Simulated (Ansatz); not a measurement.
# CH₂Cl₂FIn (SMILES [F][In]([Cl])[CH2]Cl): what the fields show

Input file:

```
basis:
  gaussian: {orbitals: def2-TZVPD}
crystal:
  periodic: [false, false, false]
  atoms:
    - {symbol: C, position_ang: [-0.467286, 2.301077, 1.537283]}
    - {symbol: Cl, position_ang: [0.046925, 0.310175, -1.935411]}
    - {symbol: Cl, position_ang: [0.783621, 1.247650, 2.225532]}
    - {symbol: F, position_ang: [-2.960009, 1.959430, -1.001125]}
    - {symbol: In, position_ang: [-1.143192, 1.574866, -0.379843]}
    - {symbol: H, position_ang: [-1.324794, 2.343967, 2.221680]}
    - {symbol: H, position_ang: [-0.057564, 3.312512, 1.412766]}
hamiltonian: {xc: {name: PBE0}}
output: {forces: true, orbitals: {seedname: orbitals}}
```

Command:

```sh
ansatz run input.yaml --threads 1 --pin off --max-ram 2610MiB --events-out events.jsonl --progress --plain --runs-dir runs
```

Geometry: PBE0-D3(BJ)/def2-SVP; core potentials replace the inner electrons of In.

These are results of isolated molecule in a Gaussian basis; Kohn-Sham density functional theory, functional PBE0 (Ansatz 0.2.0), not measurements.

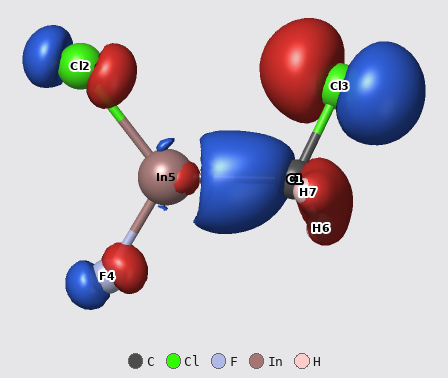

Figure 1. One frontier orbital at ±0.15 Å⁻³ᐟ² (red and blue are the two phases), seen at a tilt.

### Which orbital is it: HOMO or LUMO?

The HOMO, at −8.38 eV. By Hirshfeld shares it lies mainly on Cl3 (about 45 %), C1 (about 20 %), In5 (about 15 %) and Cl2 (about 10 %).

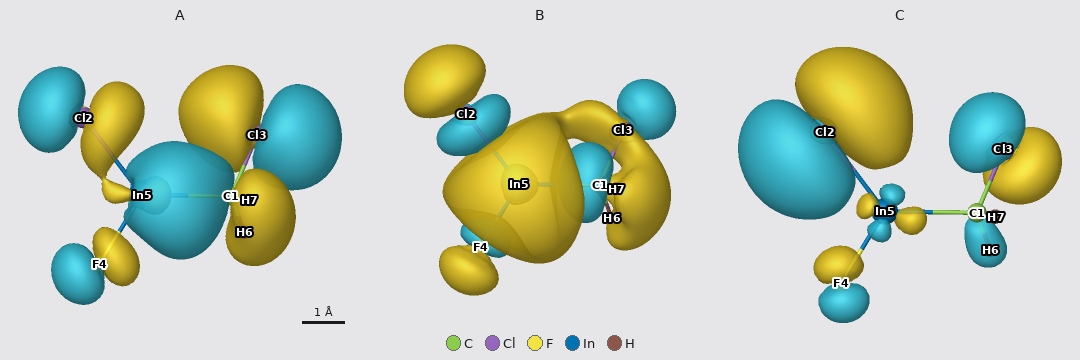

Figure 2. Three frontier orbitals at ±0.05 Å⁻³ᐟ² (yellow and cyan are the two phases), in no order.

### Order the three orbitals by energy and name them.

C is the HOMO−1 (−9.13 eV). Its weight (Hirshfeld) is mainly on Cl2 (about 85 %) and Cl3 (about 5 %); largely a lone pair of Cl2. A is the HOMO (−8.38 eV). It lies mainly on Cl3 (about 45 %), C1 (about 20 %), In5 (about 15 %) and Cl2 (about 10 %). B is the LUMO (−2.32 eV). By Hirshfeld shares it lies mainly on In5 (about 50 %), C1 (about 15 %), Cl2 (about 15 %) and F4 (about 10 %).

### What is the HOMO–LUMO gap?

6.06 eV between the orbital energies.
